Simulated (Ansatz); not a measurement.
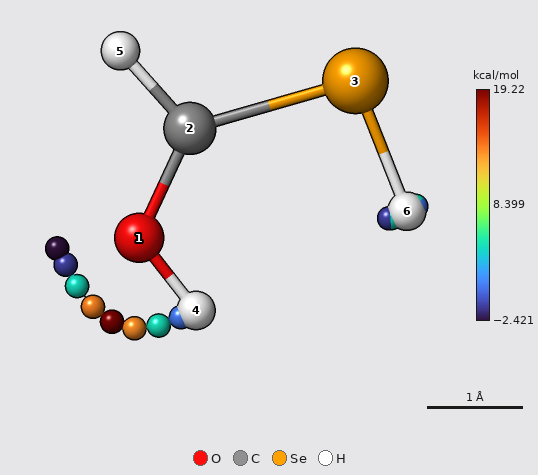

NEB run on CH3OSe (charge +1). Images are numbered from 0 (start) to 8 (end). The start is drawn whole; smaller spheres mark the moving atoms (H) in the later images, joined by lines and coloured by the energy of the image relative to the start. Style: ball-and-stick. Shown face on.

All numbers below come from RKS PBE0/def2-SVPD in Ansatz. Settings: 7 movable images; climbing image; force threshold 0.05 eV/Å; iteration limit 60; starting path by image-dependent pair potential.

What moves, how far, and at what cost in energy?

The motion is an in-plane inversion: the angle C2–O1–H4 opens from 117° to 180° on the way and closes on the other side (115° at the end). No bond forms or breaks between the ends. Among the angles between lasting bonds that change up to the highest image: C2–O1–H4 117.3° → 179.7°, O1–C2–H5 113.5° → 117.9°. The energy climbs by 19.2 kcal/mol to image 4 and then falls by 21.6 kcal/mol, so the end point sits at −2.4 kcal/mol. The band converged in 8 iterations. The largest component of the band force went from 1.5 to 0.017 eV/Å. The climbing image converged on the top of the path. Its vibrational analysis gives 2 imaginary modes over 30i cm⁻¹, so it isn't confirmed as a transition state.

Cost: 110 s on 2 threads of AMD EPYC 7B13 (Zen 3) (shared host), peak memory 0.26 GiB.
